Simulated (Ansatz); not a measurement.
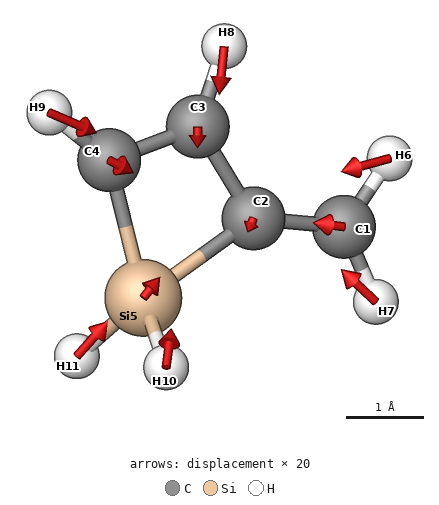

A relaxation of C4H6Si. The starting structure is drawn; red arrows show the displacements, magnified 20 times. The two geometries are superimposed by the best rigid fit.

Style: ball-and-stick. Shown at a tilt.

The start comes from PBE-D4/def2-SVP.

Method: RKS PBE0-D4/def2-TZVP in Ansatz.

The input:
```yaml
crystal:
  periodic: [false, false, false]
  atoms:
    - {symbol: C, position_ang: [1.801227, 0.230421, 0.777053]}
    - {symbol: C, position_ang: [0.568218, 0.068021, 0.256389]}
    - {symbol: C, position_ang: [-0.713649, -0.272132, 0.910225]}
    - {symbol: C, position_ang: [-1.670581, -0.318410, -0.071564]}
    - {symbol: Si, position_ang: [-0.395747, 0.115398, -1.391102]}
    - {symbol: H, position_ang: [1.987681, 0.114959, 1.859750]}
    - {symbol: H, position_ang: [2.669428, 0.483242, 0.148247]}
    - {symbol: H, position_ang: [-0.850261, -0.450619, 1.996205]}
    - {symbol: H, position_ang: [-2.738969, -0.543676, 0.054639]}
    - {symbol: H, position_ang: [-0.065608, -0.927701, -2.427557]}
    - {symbol: H, position_ang: [-0.526238, 1.443495, -2.091484]}
basis:
  gaussian: {orbitals: def2-TZVP}
hamiltonian: {xc: pbe0, dispersion: d4}
relax: {f_tol: 0.005, max_steps: 150}
```

Launched with:
```bash
ansatz run in.yaml --threads 4 --pin off --events-out ev --progress --plain --max-ram 10444MiB
```

Which element moves most?

Hydrogen: up to 0.039 Å, against 0.023 Å for carbon.

What did the optimiser do to the structure, and how much energy did it gain?

After 6 geometry steps the energy has fallen by 0.062 eV. Largest force component: 0.6 eV/Å at the start, 0.0042 eV/Å at the end. The atom that moves furthest after the best rigid fit is H9 (0.039 Å). Largest moves by element: H 0.039 Å, C 0.023 Å, Si 0.018 Å. Among the contacts that change: C2–Si5 1.909 → 1.883 Å, C4–Si5 1.885 → 1.862 Å, C1–C2 1.348 → 1.329 Å, C3–C4 1.372 → 1.352 Å.
